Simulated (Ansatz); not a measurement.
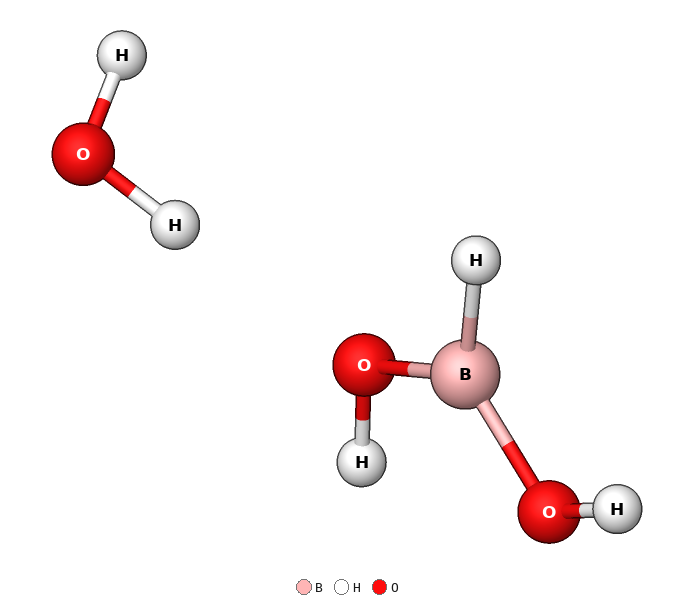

Sticks follow a distance rule. Harmonic vibrations computed with RKS PBE0-D4/def2-TZVP (Ansatz 0.2.0) at a stationary point of the same level.

Is this a minimum or a saddle point?

Answer. A minimum: no imaginary frequency, and the lowest mode lies at 25 cm⁻¹.

How many vibrational modes are there, and where do they lie?

Answer. 21 modes: 25, 41, 103, 148, 261, 458, 529, 548, 637, 927, 964, 1030, 1113, 1249, 1460, 1645, 2644, 3770, 3848, 3914, 3929 cm⁻¹.
